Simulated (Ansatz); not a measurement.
# SiSe (SMILES [Si][Se]): B2PLYP/STO-3G

Aim: the electronic atomisation energy of SiSe at B2PLYP/STO-3G, from 3 runs. 

The calculation is run with Ansatz 0.2.0.

48 further runs of the same task are left out: 13 that didn't finish, 35 set aside as unsound or not needed.

## (1) Starting point

The species is SiSe (2 atoms), meant as a singlet with charge 0. As SMILES, `[Si][Se]`. The shape comes from GFN2-xTB, which is rough for such elements, and wasn't checked as a minimum.

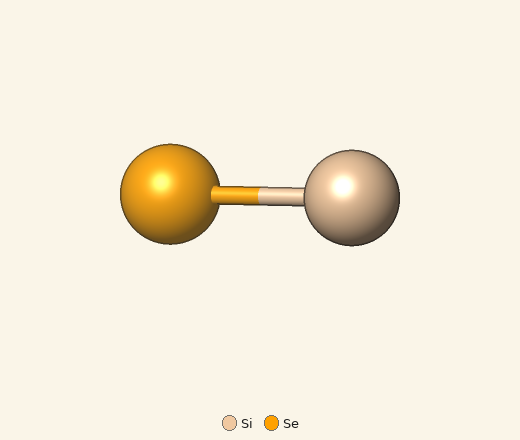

The structure, seen from a chosen angle (silicon light orange, selenium orange).

## (2) A single-point energy at B2PLYP/STO-3G

File job.yaml:

```yaml
crystal:
  periodic: [false, false, false]
  atoms:
    - {symbol: Si, position_ang: [0.000000, 0.000000, 0.000000]}
    - {symbol: Se, position_ang: [0.000000, 0.000000, 2.124530]}
basis:
  gaussian:
    orbitals: STO-3G
hamiltonian:
  xc: {name: B2PLYP}
correlation:
  frozen_orbitals: {Se: 9, Si: 5}
accuracy: high
```

Started as:

```bash
$ ansatz run job.yaml --threads 1 --pin off --max-ram 2610MiB --events-out events.jsonl --progress --plain --runs-dir runs
```

Output:

```text
Warning: RAYON_NUM_THREADS=1 ignored (pool sized by the plan → 1); use --threads N
Functional definition: B2PLYP
  name "B2PLYP"
  parameter a = 0.53
  parameter c = 0.27
  exchange = (1 - a)*b88_x + a*exact_x
  correlation = (1 - c)*lyp_c + c*(mp2_os + mp2_ss)
372 factors; integrals over basis functions are off by at most 2.4e-8 eV
mean field evaluation 1: about -72392.0820 eV, gradient 2.5e1 eV
mean field evaluation 2: about -72392.0917 eV, gradient 2.5e1 eV
mean field evaluation 4: about -72396.2280 eV, gradient 4.6e0 eV
mean field evaluation 8: about -72396.3158 eV, gradient 2.1e-2 eV
mean field evaluation 16: about -72396.3158 eV, gradient 1.6e-7 eV
mean field -72396.31575367 eV, -2660.5155319621 hartree, gradient 6.3e-9 eV, S^2 0.000000; 0 other end points of the search recorded, 0 dependent functions left out
14 core orbitals not correlated: weight in the atoms' cores, before any rotation towards them, 1.000 or more for the frozen orbitals, at most 0.000 for the correlated occupied ones
reference -72396.31576905 eV, -2660.5155325272 hartree; 10, 10 occupied and 3, 3 virtual orbitals, 372 factors
second order -3.36886025 eV of doubles, -0.00000000 eV of singles
Total energy: -72397.22536131 eV, -2660.5489594265 hartree
```

It took 1.5 s on 1 thread of Arm Neoverse V1, shared host; peak memory 0.095 GiB.

## (3) The Se atom at the same level

File job.yaml:

```yaml
crystal:
  periodic: [false, false, false]
  atoms:
    - symbol: Se
      position_ang: [0.000000, 0.000000, 0.000000]
basis:
  gaussian:
    orbitals: STO-3G
magnetization:
  spin_polarized: true
  initial_magnetization: 2
hamiltonian:
  xc: {name: B2PLYP}
correlation:
  frozen_orbitals: {Se: 9}
accuracy: high
```

Run the same way, it converges to -2374.48525 Eh (log not shown).

## (4) The Si atom at the same level

File in.yaml:

```yaml
basis:
  gaussian:
    orbitals: STO-3G
crystal:
  periodic: [false, false, false]
  atoms:
    - {symbol: Si, position_ang: [0.000000, 0.000000, 0.000000]}
magnetization:
  spin_polarized: true
  initial_magnetization: 2
hamiltonian:
  xc: {name: B2PLYP}
correlation:
  frozen_orbitals: {Si: 5}
accuracy: high
```

Started as:

```bash
$ ansatz run in.yaml --threads 1 --pin off --max-ram 2610MiB --events-out events.jsonl --progress --plain --runs-dir runs
```

Output:

```text
Warning: RAYON_NUM_THREADS=1 ignored (pool sized by the plan → 1); use --threads N
Functional definition: B2PLYP
  name "B2PLYP"
  parameter a = 0.53
  parameter c = 0.27
  exchange = (1 - a)*b88_x + a*exact_x
  correlation = (1 - c)*lyp_c + c*(mp2_os + mp2_ss)
42 factors; integrals over basis functions are off by at most 2.5e-9 eV
mean field evaluation 1: about -7777.3524 eV, gradient 4.8e-1 eV
mean field evaluation 2: about -7777.3525 eV, gradient 4.8e-1 eV
mean field evaluation 4: about -7777.3531 eV, gradient 1.5e-3 eV
mean field evaluation 8: about -7777.3531 eV, gradient 6.4e-9 eV
mean field -7777.35308898 eV, -285.8124543406 hartree, gradient 6.4e-9 eV, S^2 2.000001; 0 other end points of the search recorded, 0 dependent functions left out
5 core orbitals not correlated: weight in the atoms' cores, before any rotation towards them, 1.000 or more for the frozen orbitals, at most 0.000 for the correlated occupied ones
reference -7777.35310202 eV, -285.8124548198 hartree; 3, 1 occupied and 1, 3 virtual orbitals, 42 factors
second order -0.27078590 eV of doubles, 0.00000000 eV of singles
Total energy: -7777.42621421 eV, -285.8151416434 hartree
```

Wall time 0.34 s (1 thread of Arm Neoverse V1, shared host).

## (5) What came out

At B2PLYP/STO-3G, 14 core orbitals frozen:

| quantity | value |
| --- | --- |
| molecule: total energy | -2660.54896 Eh |
| Se atom: total energy | -2374.48525 Eh |
| Se atom: ⟨S²⟩ | 2.000 |
| Si atom: total energy | -285.81514 Eh |
| Si atom: ⟨S²⟩ | 2.000 |
| electronic atomisation energy | 6.764 eV |

What this shows: Taking the molecule apart into free atoms costs 6.76 eV (156 kcal/mol), before zero-point energy and without spin-orbit coupling. In a minimal basis such a difference can be off by several eV, whatever the method.
